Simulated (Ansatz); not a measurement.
## A failed many-body run on TePb (Fm-3m)

A first try at the G0W0 gap of TePb (Fm-3m), what the program said, and an input that works.

Program: Ansatz 0.2.0. Level of theory: G0W0 on PBE, plane waves, PAW. Results are calculated unless marked as measured.

### Step 1. The starting structure

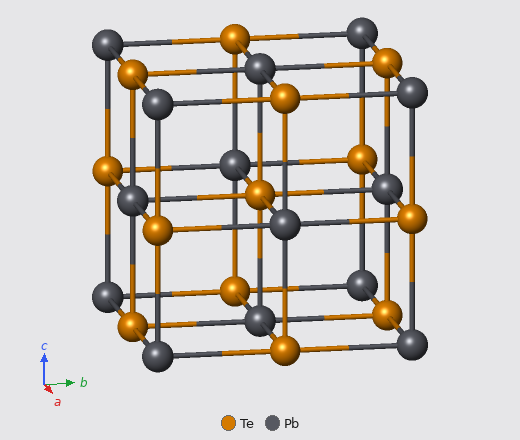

The starting structure, seen slightly off an axis (tellurium orange, lead dark grey). This picture shows the conventional cell, with its axes. Some periodic images of atoms are drawn too.

The cell and positions come from the Crystallography Open Database and are kept as given unless a step says otherwise. Spin-orbit coupling is left out unless a step names it. The default PAW set here is soft_2. Its files were made with PBE.

### Step 2. First try

File input.yaml:

```yaml
crystal:
  lattice:
    - [0.0, 3.231, 3.231]
    - [3.231, 0.0, 3.231]
    - [3.231, 3.231, 0.0]
  atoms:
    - { symbol: Te, position: [0.5, 0.5, 0.5] }
    - { symbol: Pb, position: [0.0, 0.0, 0.0] }
kpoints:
  mp_grid: { grid: [4, 4, 4] }
hamiltonian:
  xc: pbe
scf:
  occupations: { method: fixed }
gw:
  n_empty_bands: 4
  ecut_chi: 40
  qp_bands: [v2, c2]
  qp_kpoints: band_edges
  screening: { model: contour_deformation }
```

The run is started by

```sh
$ ansatz run input.yaml --threads 3 --pin off --max-ram 92160MiB --backend cuda --events-out ev --progress --plain --runs-dir out --devices 1 --max-vram 13GiB
```

Numbers of over 12 decimals in the logs are rounded to 6 here.

The program printed:

```text
GPUs: using 1 of 1 available (devices: 1).
Engine: ansatz 0.2.0, x86_64-unknown-linux-gnu
Pseudopotentials: kind: paw
Pseudopotential: Te, paw, valence charge 16, recommended cutoff 420 eV (normal), Te.paw.azcp
Pseudopotential: Pb, paw, valence charge 14, recommended cutoff 420 eV (normal), Pb.paw.azcp
Functional definition: PBE
  parameter kappa = 0.804
  parameter beta = 0.066725
  exchange = pbe_x(kappa = kappa, mu = beta*pi^2/3)
  correlation = pbe_c(beta = beta)
device memory: the entry about to start is reckoned to put 1.0 GiB on a device that reports 49.9 GiB free (of which the cap on the GPU budget leaves the run 13.0 GiB)
GPU FFT provider: cuFFT
GPU libraries: cuBLAS 13.8.2, cuFFT 12.4.0, cuSOLVER 12.3.4
Crystal: 2 atoms, lattice volume = 67.459 Å³
Basis set: ecut = 420 eV, 1363 PW (Γ)
Bands: 19, of which v1, the nominal top of the filled ones, is band 15 counted from 1 (14 counted from 0)
Symmetry: 48 space group operations
Space group: Fm-3m (ITA 225), of the structure as read, at distance tolerance 4.1e-5 Å
k-points: 8 of 64
Non-local potential: Te, projectors of the file, l = 0: 2, l = 1: 2, l = 2: 2, l = 3: 2
Non-local potential: Pb, projectors of the file, l = 0: 2, l = 1: 2, l = 2: 2, l = 3: 2
PAW form: soft (Blöchl's): semilocal exchange-correlation on the pseudo side does not see the compensation charge
PAW one-centre angular grid: Te, 590 points (default); XC on 64 Gauss nodes
PAW one-centre angular grid: Pb, 590 points (default); XC on 64 Gauss nodes
Initial density: superposition of atomic densities (neutral atoms: chi_scale 0, normalization atom), corrected by the library's trained network
Initial wavefunctions: pseudopotential atomic-orbital guess
GPU buffer pool allocated for 32768 grid points (all kernels)
GPU transforms: local potential and band sums: pruned to the plane-wave sphere, on 30×32×32
Functional: x = pbe(κ = 0.804, μ = 0.219515), c = pbe(β = 0.066725)
SCF iter   1: F=—  HF=-18887.158629 eV  |F-HF|=—  |Δ(HF+E_count)|=         —  Δρ=5.73e-4  dr2=2.01e-4  ethr=1.77e-3  ⟨swp⟩=4.9  Hψ=637  notcnv=0  defer=13
preconditioner: auto → none  [insulator: Δε(μ)=0.728 eV  Ē_g=14.751 eV  n_scr=14 (ndim 8)  ℏωp=20.2 eV  f_vac=0.014  ε∞_Penn≈2.9]
SCF iter   2: F=—  HF=-18887.156821 eV  |F-HF|=—  |Δ(HF+E_count)|=   1.81e-3  Δρ=3.95e-4  dr2=9.84e-5  ethr=6.71e-7  ⟨swp⟩=3.0  Hψ=404  notcnv=0  defer=13
SCF iter   3: F=—  HF=-18887.156834 eV  |F-HF|=—  |Δ(HF+E_count)|=   1.27e-5  Δρ=1.46e-4  dr2=1.11e-5  ethr=3.28e-7  ⟨swp⟩=2.0  Hψ=224  notcnv=0  defer=11
SCF iter   4: F=—  HF=-18887.156851 eV  |F-HF|=—  |Δ(HF+E_count)|=   1.70e-5  Δρ=5.26e-5  dr2=1.45e-6  ethr=3.72e-8  ⟨swp⟩=3.0  Hψ=269  notcnv=0  defer=13
SCF iter   5: F=—  HF=-18887.156852 eV  |F-HF|=—  |Δ(HF+E_count)|=   1.24e-6  Δρ=2.67e-5  dr2=6.28e-7  ethr=4.83e-9  ⟨swp⟩=2.6  Hψ=243  notcnv=0  defer=16
SCF iter   6: F=-18887.156852 eV  HF=-18887.156852 eV  |F-HF|=1.14e-7  |Δ(HF+E_count)|=   1.30e-7  Δρ=1.11e-5  dr2=9.07e-8  ethr=3.33e-10  ⟨swp⟩=5.1  Hψ=730  notcnv=0
SCF 1 converged in 6 iterations: F = -18887.156852 eV  dr2 = 9.07e-8
[...]
device memory: the entry about to start is reckoned to put 1.4 GiB on a device that reports 49.9 GiB free (of which the cap on the GPU budget leaves the run 13.0 GiB)
NSCF: frozen V_eff on 8 k-points
[...]
device memory: the entry about to start is reckoned to put 1.0 GiB on a device that reports 49.9 GiB free (of which the cap on the GPU budget leaves the run 13.0 GiB)
NSCF: frozen V_eff on 8 k-points
G₀W₀ screening: q 1/8
[... further progress lines ...]
device memory: the entry about to start is reckoned to put 0.3 GiB on a device that reports 49.8 GiB free (of which the cap on the GPU budget leaves the run 13.0 GiB)
NSCF: frozen V_eff on 1 k-points
SCF converged after 6 iterations
Free energy (F): -18887.156852 eV
Harris-Foulkes:  -18887.156852 eV  (|F-HF|=1.14e-7)
Internal energy: -18887.156852 eV  (E = F + TS)
E sigma→0 (E₀):  -18887.156852 eV
Fermi energy:    8.702420 eV
--- Per-component energies (eV) ---
  E_band       = -316.612239
  E_kinetic    = 468.336499
  E_local      = -2385.269244  (includes V_loc(G=0)·N_el)
  E_nonlocal   = 39.828284
  E_hartree    = 1254.958915
  E_xc         = -345.567449
  E_vxc        = -237.115506  (∫ρ·V_xc dr)
  E_paw        = -15066.524547  (= ΣΔE_a)
  E_vpaw       = -712.291635  (= ΣTr[D̂ρ^β])
  E_aug_tail   = -0.000145  (compensation charges beyond the density's cutoff)
  E_ewald      = -2852.919164
  E_smearing   = -0.000000  (= −TS)
  E_closure    = 0.000000  (closes the sum)
  Σ components = -18887.156852   (vs F -18887.156852, Δ=0.00e0)
--- Band table (eV; the first three rows and the last of 8) ---
  k-point 0: bands = [... 11 lower, 3.1081, 7.3493, 7.3493, 7.3493, 12.7761, 12.7761, 12.7761, 14.5178]
  k-point 1: bands = [... 11 lower, 1.6917, 7.5128, 7.5128, 8.0447, 10.8218, 11.1516, 11.1516, 14.6605]
  k-point 2: bands = [... 11 lower, 0.1200, 7.8071, 7.8071, 8.7024, 9.4321, 9.9715, 9.9715, 17.0765]
  k-point 7: bands = [... 11 lower, 0.7258, 4.9120, 4.9120, 8.3396, 10.3712, 13.9228, 13.9228, 15.5501]
--- G₀W₀: contour deformation, 6 samples at zero and on the imaginary axis and 1 off it, 64 q-points, 4 empty bands' worth ---
  eigenvalues of the whole cell's RPA ε∞ on this k-mesh (on a slab, of 1 + 4πα/V) = 38.6324, 38.6324, 38.6324; static W/v taken at q = 0 is 0.025885
  bands read: the sum over 19 bands ends inside a degenerate multiplet in 2 slots, whose members it reads at an even weight; the widest, k=0: bands 19 to 21 (counted from 1) at 1/3 each
  gw.qp_kpoints: band_edges: 3 of 8 stored k-points solved, in 1 pass; an edge of the gap read off the rows below is read off those points alone
    valence top: of the k-points left out ik 1 came nearest to being solved in a further pass, in band 15 (counted from 1, as in the quasiparticle table): it holds the edge there only if its correction is more favourable than any solved in that band by at least 0.658 eV; those differ by 0.151 eV
    conduction bottom: of the k-points left out ik 1 came nearest to being solved in a further pass, in band 16 (counted from 1, as in the quasiparticle table): it holds the edge there only if its correction is more favourable than any solved in that band by at least 1.390 eV; those differ by 0.202 eV
    ik  band        ε_KS         Σx   Σc(E_QP)       V_xc       Z   E_QP_lin       E_QP  E_QP is
     2    14      7.8071   -15.6667     2.6615   -13.7664  0.7468     8.5547     8.5683  root
     2    15      8.7024   -15.4124     1.9309   -14.5302  0.7720     9.7347     9.7511  root
     2    16      9.4321    -8.0441    -2.1338   -11.3153  0.7845    10.5887    10.5696  root
     2    17      9.9715    -8.4711    -2.0054   -11.6870  0.7796    11.2119    11.1820  root
     5    14      7.6159   -15.1905     2.5799   -13.3492  0.7435     8.3411     8.3546  root
     5    15      8.0764   -14.5116     1.9639   -13.4450  0.7612     8.9581     8.9737  root
     5    16     10.3778    -9.5562    -2.0089   -12.9047  0.7746    11.7415    11.7174  root
     5    17     10.4826    -9.2081    -2.0300   -12.5130  0.7711    11.8018    11.7575  root
     7    14      4.9120   -14.5507     3.6831   -11.3363  0.6687     5.3737     5.3807  root
     7    15      8.3396   -15.7510     2.3215   -14.3615  0.7610     9.2558     9.2716  root
     7    16     10.3712    -8.7103    -2.2165   -12.2213  0.7745    11.7106    11.6657  root
     7    17     13.9228    -7.2188    -2.9597   -11.7456  0.7565    15.5131    15.4899  root
```

Wall time 7.4 s (1 × NVIDIA H100 80GB HBM3 (shared by 6 runs) with 3 threads of AMD EPYC 7R13 (Zen 3), shared host); peak memory 1 GiB; 5.5 s of CPU time.

Q: What is the fault?

The run ended normally, though the input holds a fault or crude settings.

The fault: four empty bands in G0W0. The sums over empty states are cut off almost at the gap, so screening and correlation are far from complete.

It printed a gap of 0.82 eV, which is an artefact of the settings.

### Step 3. A better input

G0W0 replaces the xc potential by the self-energy, built once from these orbitals. Only a window of levels is corrected, while the sums run over the empty bands that the input names.

input.yaml: that of step 2 with these lines changed.

```diff
@@ -15,4 +15,4 @@
 gw:
-  n_empty_bands: 4
-  ecut_chi: 40
+  n_empty_bands: 201
+  ecut_chi: 120
   qp_bands: [v2, c2]
```

The program printed:

```text
GPUs: using 1 of 1 available (devices: 1).
[...]
GPU FFT provider: cuFFT
GPU libraries: cuBLAS 13.8.2, cuFFT 12.4.0, cuSOLVER 12.3.4
Crystal: 2 atoms, lattice volume = 67.459 Å³
Basis set: ecut = 420 eV, 1363 PW (Γ)
Bands: 19, of which v1, the nominal top of the filled ones, is band 15 counted from 1 (14 counted from 0)
Symmetry: 48 space group operations
[...]
k-points: 8 of 64
[...]
GPU buffer pool allocated for 32768 grid points (all kernels)
[...]
SCF iter   1: F=—  HF=-18887.158629 eV  |F-HF|=—  |Δ(HF+E_count)|=         —  Δρ=5.73e-4  dr2=2.01e-4  ethr=1.77e-3  ⟨swp⟩=4.9  Hψ=637  notcnv=0  defer=13
[...]
SCF iter   6: F=-18887.156852 eV  HF=-18887.156852 eV  |F-HF|=1.14e-7  |Δ(HF+E_count)|=   1.30e-7  Δρ=1.11e-5  dr2=9.07e-8  ethr=3.33e-10  ⟨swp⟩=5.1  Hψ=730  notcnv=0
SCF 1 converged in 6 iterations: F = -18887.156852 eV  dr2 = 9.07e-8
[...]
2    14      7.8071   -15.6667     1.4591   -13.7664  0.7371     7.3599     7.3660  root
     2    15      8.7024   -15.4124     0.5389   -14.5302  0.7579     8.3566     8.3591  root
     2    16      9.4321    -8.0441    -3.4093   -11.3153  0.7726     9.2944     9.2941  root
     2    17      9.9715    -8.4711    -3.3368   -11.6870  0.7655     9.8509     9.8506  root
     5    14      7.6159   -15.1905     1.4074   -13.3492  0.7353     7.1758     7.1822  root
     5    15      8.0764   -14.5116     0.6981   -13.4450  0.7513     7.7045     7.7079  root
     5    16     10.3778    -9.5562    -3.4398   -12.9047  0.7597    10.2868    10.2865  root
     5    17     10.4826    -9.2081    -3.3980   -12.5130  0.7573    10.3897    10.3894  root
     7    14      4.9120   -14.5507     2.8128   -11.3363  0.6764     4.5007     4.5104  root
     7    15      8.3396   -15.7510     1.0010   -14.3615  0.7477     7.9475     7.9511  root
     7    16     10.3712    -8.7103    -3.5852   -12.2213  0.7613    10.2971    10.2969  root
     7    17     13.9228    -7.2188    -4.6524   -11.7456  0.7332    13.7975    13.7971  root
[key lines of the parts left out:]
SCF converged after 6 iterations
Free energy (F): -18887.156852 eV
Fermi energy:    8.702420 eV
```

It took 6 s on 1 × NVIDIA H100 80GB HBM3 (shared by 6 runs) with 3 threads; peak memory 1.1 GiB; 10 s of CPU time.

Numbers from this step:

```yaml
bands_summed: 216
rpa_eps_infinity_on_this_mesh_eigenvalues: 39.10, 39.10, 39.10
plane_waves_in_the_screening_matrix: 181
q_points_in_the_mesh: 64
g0w0_gap_on_the_mesh: 0.9349 eV
k_of_the_valence_top: 0, 0, -0.5
k_of_the_conduction_bottom: 0, 0, -0.5
starting_gap_on_the_mesh: 0.7297 eV
z_at_the_valence_top: 0.7579
z_at_the_conduction_bottom: 0.7726
least_direct_g0w0_gap_on_the_computed_points: 0.9349 eV
```

The gap on the mesh goes from 0.73 eV to 0.93 eV, a correction of +0.21 eV. Between the two edge states, bare exchange in place of the xc potential would open the gap by 4.15 eV, and correlation takes back 3.95 eV.

### Step 4. Results

```
first try  : converged after 7.4 s
better run : G0W0 gap on the mesh 0.93 eV (4×4×4 mesh, 201 empty bands, screening to 120 eV)
```

What this shows: The second run differs in: empty bands and screening cutoff (eV). Bands and cutoff are finite, so the gap is not at the basis limit. The miss can reach some tenths of an eV and take either sign; the mesh is an error of its own. The 4×4×4 mesh is coarse for this cell (its supercell is 18 Å along the shortest edge). The RPA ε∞ on it, from the PBE start, is 39.10; such meshes misread the long-range screening, most where the gap is narrow. Where an edge is built on 6p states of lead, bismuth or thallium, scalar-relativistic gaps usually stand too wide, by a few tenths to over one eV. With atoms this heavy and so narrow a gap, spin-orbit coupling can invert the bands. These scalar-relativistic gaps are then model values, not to be set against experiment, and a spin-orbit change taken from DFT can't simply be added. The RPA ε∞ on this mesh reaches over 25; with a narrow direct gap a coarse mesh can overstate it, and the correction is then too small.

[Paths, hosts, dates, memory and timing lines, banners, echoed tables and standing remarks are left out of the program output.]

[Logs are printed without paths, hosts, clocks, repeated set-up lines and the standing remarks that a program may print on its own settings, such as how far it seeks lower states.]

[Runs of the session that timed out or met a known fault of the program may be left out.]

[Cells called generated may have been cut or substituted from an entry of the Crystallography Open Database or the Materials Project.]

[Hosts, paths, dates, database ids (printed as entryN), source tags and the programs' standing remarks are cut or masked in the printed files.]
